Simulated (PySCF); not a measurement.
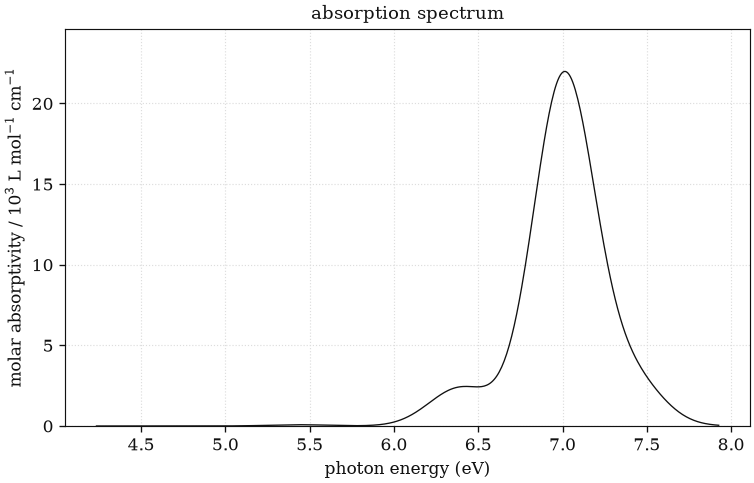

Vertical TDDFT excitations, CAM-B3LYP/def2-SVPD, PySCF, at a PBE0-D3(BJ)/def2-SVP geometry (no frequency check), gas phase. Only the first 10 singlet excitations are included; each is broadened by a Gaussian of 1/e half-width 0.25 eV.

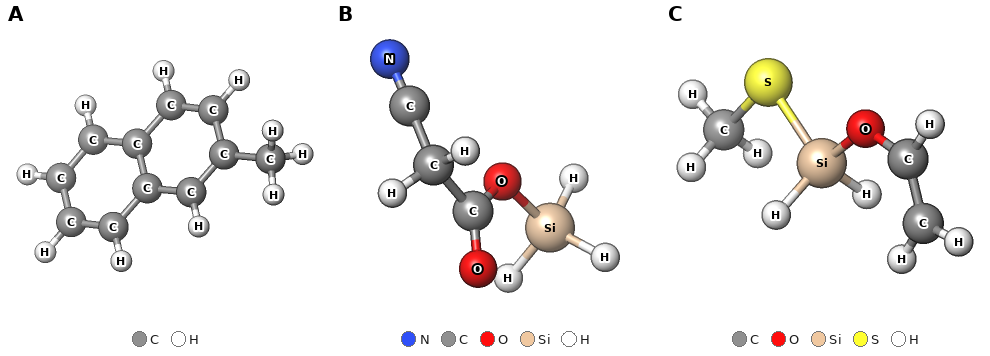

Whose absorption spectrum is this? Choose among the lettered structures.

Structure C, C₃H₈OSSi, SMILES C=CO[SiH2]SC. Its lowest singlet lies at 5.43 eV (f = 0.001) and the brightest of those computed is S7 at 7.00 eV (177 nm), f = 0.302, mixed, the largest part being HOMO → LUMO+3 (48 %) (S6 lies within 0.06 eV, too close to order).

Caveats: one conformer of a flexible molecule; core orbitals are frozen in the response.
